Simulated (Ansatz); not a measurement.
# One shape, several levels: C3H4BNS (SMILES CB1N=C=CS1)

Wanted: a comparison of 4 runs (HF/def2-SVP, B3LYP/6-31G*, PBE0/def2-SVPD) of C3H4BNS. 

The results are computed with Ansatz 0.2.0.

### Step 1. The molecule

The species is C3H4BNS (10 atoms), meant as a singlet with charge 0. SMILES: `CB1N=C=CS1`. The coordinates come from a PBE0-D4/def2-TZVP relaxation.

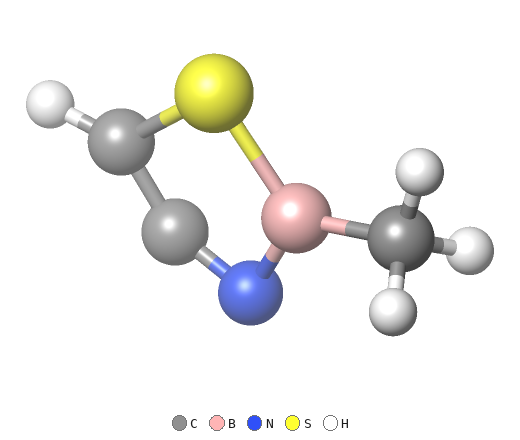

Viewed from a chosen angle; carbon grey, boron pink, nitrogen blue, sulfur yellow, hydrogen white.

### Step 2. Energy and forces at HF/def2-SVP (run 1)

Input file job.yaml:

```yaml
crystal:
  periodic: [false, false, false]
  atoms:
    - symbol: C
      position_ang: [-0.954000, -1.145700, 1.015900]
    - symbol: B
      position_ang: [-0.094300, -0.248000, 0.075500]
    - symbol: "N"
      position_ang: [0.658100, -0.730200, -1.092200]
    - symbol: C
      position_ang: [1.074000, 0.399500, -1.357900]
    - symbol: C
      position_ang: [1.161700, 1.688200, -1.128200]
    - symbol: S
      position_ang: [0.099600, 1.590800, 0.308600]
    - symbol: H
      position_ang: [-0.338100, -1.927500, 1.469500]
    - symbol: H
      position_ang: [-1.742200, -1.650700, 0.450100]
    - symbol: H
      position_ang: [-1.423300, -0.571900, 1.818100]
    - symbol: H
      position_ang: [1.641700, 2.544300, -1.556600]
basis:
  gaussian: {orbitals: def2-SVP}
hamiltonian: {xc: hf}
accuracy: high
output: {forces: true, orbitals: {seedname: orbitals}}
```

Launch:

```
ansatz run job.yaml --threads 1 --pin off --max-ram 2610MiB --events-out events.jsonl --progress --plain --runs-dir runs
```

What it wrote, shortened:

```text
Warning: RAYON_NUM_THREADS=1 ignored (pool sized by the plan → 1); use --threads N
Functional definition: HF
  name "HF"
[...]
2585 factors; integrals over basis functions are off by at most 7.7e-9 eV
[...]
mean field -16116.25478527 eV, -592.2614393688 hartree, gradient 6.0e-8 eV, S^2 0.000000; 0 other end points of the search recorded, 0 dependent functions left out
[...]
reference -16116.25478527 eV, -592.2614393688 hartree; 25, 25 occupied and 83, 83 virtual orbitals, 2585 factors
Total energy: -16116.25478527 eV, -592.2614393688 hartree
Atom 0 at    -0.954000    -1.145700     1.015900 Å, force    -0.262675    -0.246994     0.291504 eV/Å
Atom 1 at    -0.094300    -0.248000     0.075500 Å, force     0.064712    -0.121213    -0.121281 eV/Å
Atom 2 at     0.658100    -0.730200    -1.092200 Å, force     0.323173     1.387262    -0.068221 eV/Å
Atom 3 at     1.074000     0.399500    -1.357900 Å, force     0.050168    -0.754510    -0.274325 eV/Å
Atom 4 at     1.161700     1.688200    -1.128200 Å, force     0.101281    -0.537190    -0.285473 eV/Å
Atom 5 at     0.099600     1.590800     0.308600 Å, force    -0.351139     0.281193     0.559981 eV/Å
Atom 6 at    -0.338100    -1.927500     1.469500 Å, force     0.006248     0.035179    -0.026928 eV/Å
Atom 7 at    -1.742200    -1.650700     0.450100 Å, force     0.033448     0.030854    -0.007123 eV/Å
Atom 8 at    -1.423300    -0.571900     1.818100 Å, force    -0.001067    -0.045801    -0.010828 eV/Å
Atom 9 at     1.641700     2.544300    -1.556600 Å, force     0.035850    -0.028782    -0.057306 eV/Å
Dipole moment:     0.111012     0.189301    -0.101445 e Å
```

Run time: 23 s. Hardware: 1 thread of Intel Xeon at 2.50GHz (Skylake/Cascade Lake), shared host; peak memory 0.39 GiB.

### Step 3. Energy and gradient at B3LYP/6-31G(d) (spherical functions) (run 2)

Input file run.yaml:

```yaml
crystal:
  periodic: [false, false, false]
  atoms:
    - symbol: C
      position_ang: [-0.954000, -1.145700, 1.015900]
    - symbol: B
      position_ang: [-0.094300, -0.248000, 0.075500]
    - symbol: N
      position_ang: [0.658100, -0.730200, -1.092200]
    - symbol: C
      position_ang: [1.074000, 0.399500, -1.357900]
    - symbol: C
      position_ang: [1.161700, 1.688200, -1.128200]
    - symbol: S
      position_ang: [0.099600, 1.590800, 0.308600]
    - symbol: H
      position_ang: [-0.338100, -1.927500, 1.469500]
    - symbol: H
      position_ang: [-1.742200, -1.650700, 0.450100]
    - symbol: H
      position_ang: [-1.423300, -0.571900, 1.818100]
    - symbol: H
      position_ang: [1.641700, 2.544300, -1.556600]
basis:
  gaussian:
    orbitals: 6-31G_st_-spherical.json
hamiltonian:
  xc: {name: B3LYP}
accuracy: high
output: {forces: true, orbitals: {seedname: orbitals}}
```

The basis set 6-31G* is read from a file made from the Basis Set Exchange's data (not shown).

Launch:

```
ansatz run run.yaml --threads 1 --pin off --max-ram 2610MiB --events-out events.jsonl --progress --plain --runs-dir runs
```

What it wrote, shortened:

```text
Warning: RAYON_NUM_THREADS=1 ignored (pool sized by the plan → 1); use --threads N
Functional definition: B3LYP
  name "B3LYP"
[...]
2334 factors; integrals over basis functions are off by at most 3.6e-9 eV
[...]
mean field -16176.08622732 eV, -594.4602043088 hartree, gradient 2.0e-8 eV, S^2 0.000000; 0 other end points of the search recorded, 0 dependent functions left out
[...]
reference -16176.08626307 eV, -594.4602056229 hartree; 25, 25 occupied and 71, 71 virtual orbitals, 2334 factors
Total energy: -16176.08626307 eV, -594.4602056229 hartree
Atom 0 at    -0.954000    -1.145700     1.015900 Å, force    -0.049519    -0.058730     0.049379 eV/Å
Atom 1 at    -0.094300    -0.248000     0.075500 Å, force    -0.034346    -0.239887    -0.017339 eV/Å
Atom 2 at     0.658100    -0.730200    -1.092200 Å, force    -0.266511    -0.658771     0.187702 eV/Å
Atom 3 at     1.074000     0.399500    -1.357900 Å, force     0.564238     0.252149    -0.708691 eV/Å
Atom 4 at     1.161700     1.688200    -1.128200 Å, force     0.211208     0.273339    -0.216521 eV/Å
Atom 5 at     0.099600     1.590800     0.308600 Å, force    -0.349578     0.467214     0.608502 eV/Å
Atom 6 at    -0.338100    -1.927500     1.469500 Å, force     0.047678    -0.095562     0.066496 eV/Å
Atom 7 at    -1.742200    -1.650700     0.450100 Å, force    -0.097661    -0.065911    -0.039000 eV/Å
Atom 8 at    -1.423300    -0.571900     1.818100 Å, force    -0.070502     0.040594     0.108247 eV/Å
Atom 9 at     1.641700     2.544300    -1.556600 Å, force     0.044992     0.085565    -0.038776 eV/Å
Dipole moment:     0.092800     0.174092    -0.080483 e Å
```

Run time: 34 s. Hardware: 1 thread of Intel Xeon at 2.50GHz (Skylake/Cascade Lake), shared host; peak memory 0.38 GiB.

Run 3 isn't shown in full; the table further down has it.

### Step 4. Energy and forces at PBE0/def2-SVPD (run 4)

Input file job.yaml:

```yaml
crystal:
  periodic: [false, false, false]
  atoms:
    - {symbol: C, position_ang: [-0.954000, -1.145700, 1.015900]}
    - {symbol: B, position_ang: [-0.094300, -0.248000, 0.075500]}
    - {symbol: "N", position_ang: [0.658100, -0.730200, -1.092200]}
    - {symbol: C, position_ang: [1.074000, 0.399500, -1.357900]}
    - {symbol: C, position_ang: [1.161700, 1.688200, -1.128200]}
    - {symbol: S, position_ang: [0.099600, 1.590800, 0.308600]}
    - {symbol: H, position_ang: [-0.338100, -1.927500, 1.469500]}
    - {symbol: H, position_ang: [-1.742200, -1.650700, 0.450100]}
    - {symbol: H, position_ang: [-1.423300, -0.571900, 1.818100]}
    - {symbol: H, position_ang: [1.641700, 2.544300, -1.556600]}
basis:
  gaussian: {orbitals: def2-SVPD}
hamiltonian: {xc: {name: PBE0}}
accuracy: high
output: {forces: true, orbitals: {seedname: orbitals}}
```

Launch:

```
ansatz run job.yaml --threads 1 --pin off --max-ram 2610MiB --events-out events.jsonl --progress --plain --runs-dir runs
```

What it wrote, shortened:

```text
Warning: RAYON_NUM_THREADS=1 ignored (pool sized by the plan → 1); use --threads N
Functional definition: PBE0
  name "PBE0"
[...]
3212 factors; integrals over basis functions are off by at most 4.0e-9 eV
[...]
mean field -16159.23694671 eV, -593.8410046674 hartree, gradient 4.4e-8 eV, S^2 0.000000; 0 other end points of the search recorded, 0 dependent functions left out
[...]
reference -16159.23695054 eV, -593.8410048081 hartree; 25, 25 occupied and 134, 134 virtual orbitals, 3212 factors
Total energy: -16159.23695054 eV, -593.8410048081 hartree
Atom 0 at    -0.954000    -1.145700     1.015900 Å, force     0.060153     0.131782    -0.049983 eV/Å
Atom 1 at    -0.094300    -0.248000     0.075500 Å, force     0.006764    -0.205292    -0.064492 eV/Å
Atom 2 at     0.658100    -0.730200    -1.092200 Å, force    -0.148417    -0.196625     0.150697 eV/Å
Atom 3 at     1.074000     0.399500    -1.357900 Å, force     0.225496    -0.243581    -0.376865 eV/Å
Atom 4 at     1.161700     1.688200    -1.128200 Å, force     0.005678     0.198211     0.046219 eV/Å
Atom 5 at     0.099600     1.590800     0.308600 Å, force    -0.171841     0.173293     0.283648 eV/Å
Atom 6 at    -0.338100    -1.927500     1.469500 Å, force     0.144495    -0.175459     0.094125 eV/Å
Atom 7 at    -1.742200    -1.650700     0.450100 Å, force    -0.170197    -0.112372    -0.134324 eV/Å
Atom 8 at    -1.423300    -0.571900     1.818100 Å, force    -0.116836     0.117084     0.192821 eV/Å
Atom 9 at     1.641700     2.544300    -1.556600 Å, force     0.164705     0.312959    -0.141846 eV/Å
Dipole moment:     0.088987     0.199180    -0.068405 e Å
```

Wall time 63 s (1 thread of Intel Xeon at 2.50GHz (Skylake/Cascade Lake), shared host); peak memory 0.78 GiB.

### Step 5. All runs side by side

```csv
run,level,Cartesian functions,energy (Eh),dipole moment (D),HOMO energy (eV),LUMO energy (eV),wall time
1,HF/def2-SVP,no,-592.261439,1.16,-8.72,1.74,23 s
2,B3LYP/6-31G* (spherical functions),no,-594.460206,1.02,-6.01,-2.39,34 s
3,B3LYP/6-31G* (Cartesian functions),yes,-594.467206,1.03,-6.01,-2.39,35 s
4,PBE0/def2-SVPD,no,-593.841005,1.10,-6.52,-2.50,63 s
```

### Step 6. Outcome

```
                       quantity          value
            run 4: total energy  -593.84100 Eh
           run 4: dipole moment         1.10 D
             run 4: HOMO energy       -6.52 eV
             run 4: LUMO energy       -2.50 eV
           run 4: HOMO–LUMO gap        4.02 eV
run 4: largest force on an atom     0.502 eV/Å
```

**Reading.** The dipole moment (its size) runs from 1.02 D (B3LYP/6-31G*) to 1.16 D (HF/def2-SVP). The two ends differ in method and basis. The HOMO–LUMO gap runs from 3.62 eV (B3LYP/6-31G*) to 10.46 eV (HF/def2-SVP). Totals of different functionals can't be ranked against each other. All runs together took 2.6 min, the longest 63 s.
